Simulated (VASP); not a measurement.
# PbO (Litharge): structure and properties in VASP, part 4 of 5

Aim: relax PbO (Litharge), then compute properties on the relaxed cell. The start is a cell from a database of measured crystal structures.

VASP 6.6.1, plane waves and PAW; the level of theory is named at each step.

So far, gap on the k-mesh (eV): step 2 (full relaxation (PBEsol)) 1.22; step 5 (density of states (PBEsol)) 1.21; step 6 (optical spectrum (PBEsol)) 1.21. The relaxed cell has a = 3.990, c = 5.046 Å (conventional setting).

The database entry behind the starting cell differs from later determinations by our own check (an axis about 0.4 % long against later determinations), so it need not match the best structure at ambient conditions.

### 7. Band structure (PBEsol + SOC)

This step: PBEsol, spin-orbit coupling; plane waves and PAW (Pb_d, O) (VASP 6.6.1).

The mesh alone shows little of the dispersion and can miss band extrema, so KPOINTS_OPT adds a path through the symmetry points after the self-consistent cycle. Spin-orbit coupling needs spinors and the noncollinear program, where each band holds one electron.

Contents of INCAR:

```
SYSTEM = PbO
PREC = Accurate
ENCUT = 520
EDIFF = 1E-06
NELM = 100
ISMEAR = 0
SIGMA = 0.05
LREAL = .FALSE.
ALGO = Normal
GGA = PS
LNONCOLLINEAR = .TRUE.
MAGMOM = 0 0 0 0 0 0 0 0 0 0 0 0
NBANDS = 52
GGA_COMPAT = .FALSE.
LASPH = .TRUE.
LSORBIT = .TRUE.
LORBIT = 11
LWAVE = .FALSE.
LCHARG = .FALSE.
KPAR = 4
```

Contents of POSCAR:

```
PbO
1.0
    3.9903219130      0.0000000000      0.0000000000
    0.0000000000      3.9903219130      0.0000000000
    0.0000000000      0.0000000000      5.0461551002
Pb O
2 2
Direct
    0.0000000000      0.5000000000      0.2347986345
    0.5000000000      0.0000000000      0.7652013655
    0.0000000000      0.0000000000      0.0000000000
    0.5000000000      0.5000000000      0.0000000000
```

Contents of KPOINTS:

```
Automatic mesh
0
Gamma
5 5 4
0 0 0
```

Contents of KPOINTS_OPT:

```
Line mode
16
Line-mode
Reciprocal
  0.00000000   0.00000000   0.00000000 GAMMA
  0.00000000   0.50000000   0.00000000 X

  0.00000000   0.50000000   0.00000000 X
  0.50000000   0.50000000   0.00000000 M

  0.50000000   0.50000000   0.00000000 M
  0.00000000   0.00000000   0.00000000 GAMMA

  0.00000000   0.00000000   0.00000000 GAMMA
  0.00000000   0.00000000   0.50000000 Z

  0.00000000   0.00000000   0.50000000 Z
  0.00000000   0.50000000   0.50000000 R

  0.00000000   0.50000000   0.50000000 R
  0.50000000   0.50000000   0.50000000 A

  0.50000000   0.50000000   0.50000000 A
  0.00000000   0.00000000   0.50000000 Z

  0.00000000   0.50000000   0.00000000 X
  0.00000000   0.50000000   0.50000000 R

  0.50000000   0.50000000   0.00000000 M
  0.50000000   0.50000000   0.50000000 A
```

The projector-augmented-wave data sets are Pb_d and O (PBE family, release 64).

Launch:

```sh
$ mpirun -np 4 vasp_ncl
```

What it wrote:

```text
[... set-up lines as in an earlier step ...]
 entering main loop
       N       E                     dE             d eps       ncg     rms          rms(c)
DAV:   1     0.540142794742E+03    0.54014E+03   -0.18729E+04  1872   0.184E+03
DAV:   2     0.681529632710E+02   -0.47199E+03   -0.44723E+03  1928   0.517E+02
DAV:   3    -0.203997235721E+02   -0.88553E+02   -0.83386E+02  2324   0.242E+02
DAV:   4    -0.273936242260E+02   -0.69939E+01   -0.68745E+01  2464   0.686E+01
DAV:   5    -0.275633755837E+02   -0.16975E+00   -0.16927E+00  2452   0.121E+01    0.112E+01
DAV:   6    -0.237857293887E+02    0.37776E+01   -0.13397E+01  2868   0.409E+01    0.508E+00
DAV:   7    -0.236708893019E+02    0.11484E+00   -0.24246E+00  2492   0.141E+01    0.250E+00
DAV:   8    -0.236442232803E+02    0.26666E-01   -0.55391E-01  2632   0.528E+00    0.783E-01
DAV:   9    -0.236290975752E+02    0.15126E-01   -0.30974E-02  2820   0.289E+00    0.202E-01
DAV:  10    -0.236304011892E+02   -0.13036E-02   -0.10087E-02  2464   0.816E-01    0.118E-01
DAV:  11    -0.236308074096E+02   -0.40622E-03   -0.67311E-04  3044   0.273E-01    0.484E-02
DAV:  12    -0.236307717068E+02    0.35703E-04   -0.33049E-04  2776   0.279E-01    0.341E-02
DAV:  13    -0.236307604422E+02    0.11265E-04   -0.61241E-05  2692   0.831E-02    0.198E-02
DAV:  14    -0.236307578177E+02    0.26245E-05   -0.15438E-05  2556   0.284E-02    0.850E-03
DAV:  15    -0.236307566370E+02    0.11807E-05   -0.20292E-06  1876   0.119E-02    0.255E-03
DAV:  16    -0.236307563509E+02    0.28608E-06   -0.59072E-07  1184   0.746E-03
   1 F= -.23630756E+02 E0= -.23630756E+02  d E =-.948375E-13  mag=     0.0000    -0.0000    -0.0000
 Start KPOINTS_OPT (optional k-point list driver)
k-point batch [1-18\144]
       N       E                     dE             ncg
DAV:   1     0.546760637543E+04   -0.21281E+04     1872
DAV:   2    -0.284849127664E+04   -0.83161E+04     1904
DAV:   3    -0.435814259425E+04   -0.15097E+04     2272
DAV:   4    -0.448250963768E+04   -0.12437E+03     2432
DAV:   5    -0.448621265908E+04   -0.37030E+01     2480
DAV:   6    -0.448638370198E+04   -0.17104E+00     2444
DAV:   7    -0.448639398121E+04   -0.10279E-01     2784
DAV:   8    -0.448639424538E+04   -0.26417E-03     2660
DAV:   9    -0.448639424974E+04   -0.43636E-05     2052
DAV:  10    -0.448639425001E+04   -0.26969E-06     1500
[...]
k-point batch [127-144\144]
       N       E                     dE             ncg
DAV:   1     0.519188347996E+04   -0.19411E+05     1872
DAV:   2    -0.299642368401E+04   -0.81883E+04     1984
DAV:   3    -0.436892324264E+04   -0.13725E+04     2292
DAV:   4    -0.448620214248E+04   -0.11728E+03     2456
DAV:   5    -0.448948359135E+04   -0.32814E+01     2404
DAV:   6    -0.448962735475E+04   -0.14376E+00     2476
DAV:   7    -0.448963727683E+04   -0.99221E-02     2732
DAV:   8    -0.448963752976E+04   -0.25292E-03     2544
DAV:   9    -0.448963753455E+04   -0.47965E-05     2108
DAV:  10    -0.448963753483E+04   -0.27518E-06     1316
```

The job ended after 3 min (4 MPI ranks of Intel Xeon 6975P-C (Granite Rapids), shared host; peak memory 1.7 GiB).

From OUTCAR (step 7):

```text
   k-points           NKPTS =     18   k-points in BZ     NKDIM =     18   number of bands    NBANDS=     52

   NELECT =      40.0000    total number of electrons

 E-fermi :   5.0284

 k-point     1 :       0.0000    0.0000    0.0000
  band No.  band energies     occupation
    ...
     36       3.1014      1.00000
     37       3.1942      1.00000
     38       3.1942      1.00000
     39       4.7948      1.00000
     40       4.7948      1.00000
     41       6.9629      0.00000
     42       6.9629      0.00000
     43       9.2590      0.00000
     44       9.2590      0.00000
     45      10.1172      0.00000
    ...

  Total       -0.1158976     -0.1158976      0.0562937      0.0000000      0.0000000      0.0000000
  in kB       -2.3110453     -2.3110453      1.1225190      0.0000000      0.0000000      0.0000000
  external PRESSURE =      -1.1665239 kB  Pullay stress =       0.0000000 kB

 POSITION                                       TOTAL-FORCE (eV/Angst)
 -----------------------------------------------------------------------------------
      0.00000      1.99516      1.18483        -0.000000      0.000000      0.031730
      1.99516      0.00000      3.86132         0.000000      0.000000     -0.031730
      0.00000      0.00000      0.00000         0.000000     -0.000000      0.000000
      1.99516      1.99516      0.00000         0.000000      0.000000      0.000000
 -----------------------------------------------------------------------------------
    total drift:                                0.000000      0.000000      0.000000

  FREE ENERGIE OF THE ION-ELECTRON SYSTEM (eV)
  ---------------------------------------------------
  free  energy   TOTEN  =       -23.6307563509 eV

  energy  without entropy=      -23.6307563509  energy(sigma->0) =      -23.63075635

 Spin-Orbit-Coupling matrix elements
 Ion:    1  E_soc:     -0.7814571
 Ion:    2  E_soc:     -0.7814571
 Ion:    3  E_soc:     -0.0009815
 Ion:    4  E_soc:     -0.0009815

 magnetization (x)
# of ion       s       p       d       tot
------------------------------------------
    1        0.000  -0.000   0.000  -0.000
    2        0.000  -0.000   0.000  -0.000
    3        0.000   0.000   0.000   0.000
    4       -0.000   0.000   0.000  -0.000
--------------------------------------------------
tot         -0.000  -0.000   0.000  -0.000

 magnetization (y)
# of ion       s       p       d       tot
------------------------------------------
    1        0.000   0.000   0.000   0.000
    2        0.000   0.000   0.000   0.000
    3        0.000   0.000   0.000   0.000
    4        0.000   0.000   0.000   0.000
--------------------------------------------------
tot          0.000   0.000   0.000   0.000

 magnetization (z)
# of ion       s       p       d       tot
------------------------------------------
    1        0.000   0.000   0.000   0.000
    2        0.000   0.000   0.000   0.000
    3        0.000  -0.000   0.000  -0.000
    4       -0.000  -0.000   0.000  -0.000
--------------------------------------------------
tot          0.000  -0.000   0.000  -0.000

[... 7 parts as in an earlier step ...]

[... 9 further parts left out ...]
```

LASPH is switched on together with spin-orbit coupling, so the change from the scalar run holds both. VASP adds spin-orbit coupling inside the spheres on scalar-relativistic partial waves, which describe the 6p1/2 states imperfectly, so such gaps can be off by a tenth of an eV or more.

Numbers from this step:

```yaml
scf_cycles: 16
irreducible_k_points: 18
free_energy_toten: -23.63 eV
fermi_energy: 5.028 eV
pressure: -0.1167 GPa
least_gap_on_mesh_and_path: 1.194 eV
least_direct_gap_on_mesh_and_path: 2.100 eV
valence_top_at_k: 0, 0.1, 0
least_direct_gap_at_k: 0, 0, 0.1667
```

On-site spin-orbit energy by atom:

```tsv
atom	on-site spin-orbit energy (eV)
Pb1	-0.781
Pb2	-0.781
O3	-0.001
O4	-0.001
```

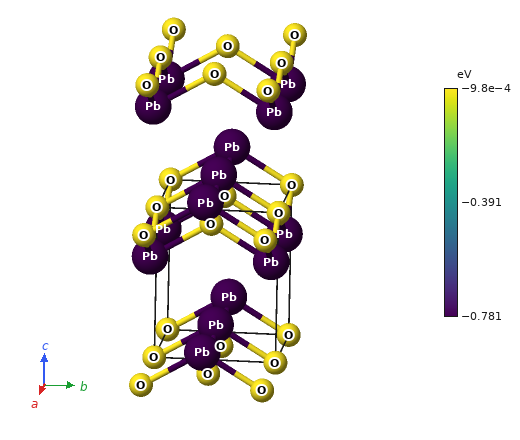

Atoms coloured by on-site spin-orbit energy. 2×1×2 cells are drawn. Some periodic images of atoms are drawn too.

Electronic bands along the path, in eV, zero at the valence-band top; v1 is the highest filled band, c1 the lowest empty one:

```tsv
point	v4	v3	v2	v1	c1	c2	c3	c4
Γ	-1.61	-1.61	-0.01	-0.01	2.16	2.16	4.45	4.45
X	-1.63	-1.63	-1.63	-1.63	3.25	3.25	3.25	3.25
M	-1.06	-1.06	-1.06	-1.06	1.19	1.19	1.19	1.19
Γ	-1.61	-1.61	-0.01	-0.01	2.16	2.16	4.45	4.45
Z	-1.63	-1.63	-0.93	-0.93	1.69	1.69	3.62	3.62
R	-0.99	-0.99	-0.99	-0.99	2.96	2.96	2.96	2.96
A	-1.06	-1.06	-1.06	-1.06	3.33	3.33	3.33	3.33
Z	-1.63	-1.63	-0.93	-0.93	1.69	1.69	3.62	3.62
jump to X	-1.63	-1.63	-1.63	-1.63	3.25	3.25	3.25	3.25
R	-0.99	-0.99	-0.99	-0.99	2.96	2.96	2.96	2.96
jump to M	-1.06	-1.06	-1.06	-1.06	1.19	1.19	1.19	1.19
A	-1.06	-1.06	-1.06	-1.06	3.33	3.33	3.33	3.33
```

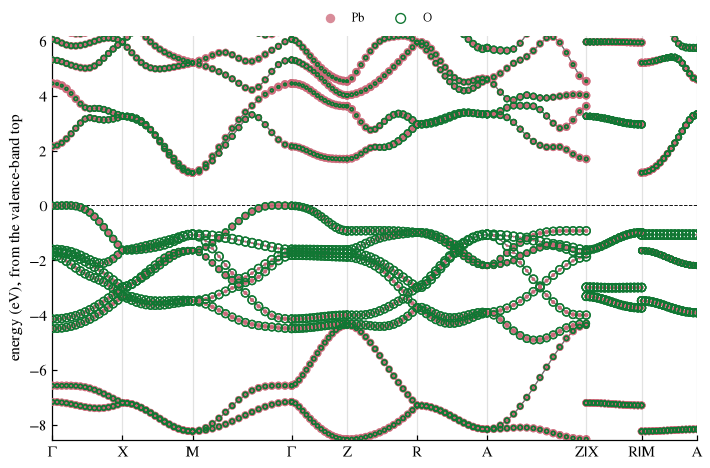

Electronic bands along the path; dots are coloured as in the legend, and their area grows with the weight.

The gap moves by -0.01 eV against PBEsol, which ran on another mesh.

### 8. A semilocal run for the hybrid's start

This step: PBEsol; plane waves and PAW (Pb_d, O) (VASP 6.6.1).

A hybrid converges badly from random orbitals, so a cheap semilocal run writes a WAVECAR on the same mesh first.

Contents of INCAR:

```
SYSTEM = PbO
PREC = Accurate
ENCUT = 520
EDIFF = 1E-05
NELM = 100
ISMEAR = 0
SIGMA = 0.05
LREAL = .FALSE.
ALGO = Normal
GGA = PS
NBANDS = 26
LORBIT = 11
LWAVE = .TRUE.
LCHARG = .FALSE.
KPAR = 4
```

POSCAR is that of step 7.

Contents of KPOINTS:

```
Automatic mesh
0
Gamma
4 4 3
0 0 0
```

Launch:

```sh
$ mpirun -np 4 vasp_std
```

What it wrote:

```text
[... set-up lines as in an earlier step ...]
 entering main loop
       N       E                     dE             d eps       ncg     rms          rms(c)
DAV:   1     0.457852300001E+03    0.45785E+03   -0.20046E+04   624   0.183E+03
DAV:   2     0.374814563993E+02   -0.42037E+03   -0.40901E+03   624   0.462E+02
DAV:   3    -0.243271228571E+02   -0.61809E+02   -0.60868E+02   846   0.193E+02
DAV:   4    -0.269140089524E+02   -0.25869E+01   -0.25774E+01   720   0.398E+01
DAV:   5    -0.269868236989E+02   -0.72815E-01   -0.72778E-01   746   0.729E+00    0.114E+01
DAV:   6    -0.230906037494E+02    0.38962E+01   -0.23342E+01   944   0.405E+01    0.525E+00
DAV:   7    -0.229145529022E+02    0.17605E+00   -0.26623E+00   790   0.122E+01    0.245E+00
DAV:   8    -0.228881883996E+02    0.26365E-01   -0.64024E-01   704   0.541E+00    0.109E+00
DAV:   9    -0.228675491045E+02    0.20639E-01   -0.91757E-02   998   0.258E+00    0.263E-01
DAV:  10    -0.228687871497E+02   -0.12380E-02   -0.13559E-02   780   0.770E-01    0.719E-02
DAV:  11    -0.228687170150E+02    0.70135E-04   -0.17045E-03  1070   0.334E-01    0.684E-02
DAV:  12    -0.228686588640E+02    0.58151E-04   -0.22959E-04   842   0.163E-01    0.249E-02
DAV:  13    -0.228686539481E+02    0.49159E-05   -0.66287E-05   684   0.536E-02
   1 F= -.22868654E+02 E0= -.22868654E+02  d E =-.813898E-14
 writing wavefunctions
```

Elapsed: 4.8 s, on 4 MPI ranks; peak memory 0.73 GiB.

From OUTCAR (step 8):

```text
   k-points           NKPTS =     12   k-points in BZ     NKDIM =     12   number of bands    NBANDS=     26

   NELECT =      40.0000    total number of electrons

 E-fermi :   5.0852

 k-point     1 :       0.0000    0.0000    0.0000
  band No.  band energies     occupation
    ...
     16       0.5733      2.00000
     17       3.1689      2.00000
     18       3.1962      2.00000
     19       3.1962      2.00000
     20       4.8352      2.00000
     21       7.1158      0.00000
     22      10.1735      0.00000
     23      10.4952      0.00000
     24      10.4952      0.00000
     25      11.3694      0.00000
    ...

  Total        0.0141943      0.0141943      0.0373962      0.0000000      0.0000000      0.0000000
  in kB        0.2830404      0.2830404      0.7456955      0.0000000      0.0000000      0.0000000
  external PRESSURE =       0.4372587 kB  Pullay stress =       0.0000000 kB

 POSITION                                       TOTAL-FORCE (eV/Angst)
 -----------------------------------------------------------------------------------
      0.00000      1.99516      1.18483         0.000000     -0.000000      0.006666
      1.99516      0.00000      3.86132        -0.000000     -0.000000     -0.006666
      0.00000      0.00000      0.00000         0.000000     -0.000000      0.000000
      1.99516      1.99516      0.00000        -0.000000      0.000000      0.000000
 -----------------------------------------------------------------------------------
    total drift:                                0.000000      0.000000      0.000000

  FREE ENERGIE OF THE ION-ELECTRON SYSTEM (eV)
  ---------------------------------------------------
  free  energy   TOTEN  =       -22.8686539481 eV

  energy  without entropy=      -22.8686539481  energy(sigma->0) =      -22.86865395

[... 7 parts as in an earlier step ...]

[... 9 further parts left out ...]
```

A gap read on the k-mesh alone can miss the band edges.

This step gave:

```yaml
scf_cycles: 13
bands: 26
irreducible_k_points: 12
free_energy_toten: -22.87 eV
fermi_energy: 5.085 eV
pressure: 0.04373 GPa
valence_top_at_k: 0, 0, 0
least_direct_gap_at_k: 0.5, 0.5, 0
gap_on_the_k_mesh: 1.223 eV
least_direct_gap_on_the_k_mesh: 2.230 eV
```

(Part 4 of 5 ends here.)

[Lines on the potential files, build, host, timing and source positions are cut from VASP's logs without a mark.]

[Logs are printed without paths, hosts, clocks, repeated set-up lines and the standing remarks that a program may print on its own settings, such as how far it seeks lower states.]

[Hosts, paths, dates, database ids (printed as entryN), source tags and the programs' standing remarks are cut or masked in the printed files.]

[A measured line is paired with the nearest computed mode of its activity, which favours agreement.]
